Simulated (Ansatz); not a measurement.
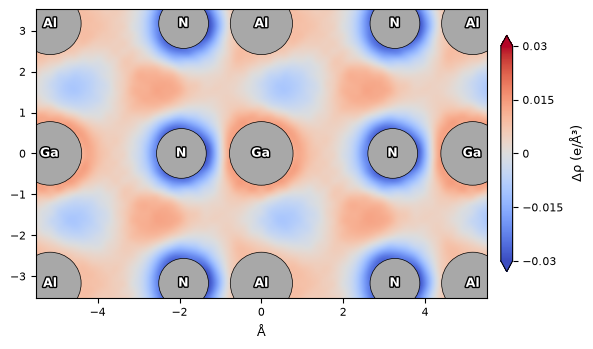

AlGa₇N₈. Difference of the valence pseudo-densities of two functionals at the same geometry, on the (001) plane of the calculation cell: one of PBEsol and r2SCAN less the other.

Both computed with Ansatz (plane waves, PAW), on the same k-point mesh. Grey discs cover the atomic cores.

Q: Which was subtracted from which, and what does the map show?

A: It is PBEsol less r2SCAN. Against r2SCAN, PBEsol gives more density around Al (+0.004 e/Å³ on average at 1.0 Å from the nucleus), more density around Ga (+0.010 e/Å³ on average at 1.0 Å from the nucleus), less density around N (−0.018 e/Å³ on average at 0.8 Å from the nucleus) and a change of −0.008 e/Å³ at the midpoint of Al–N.
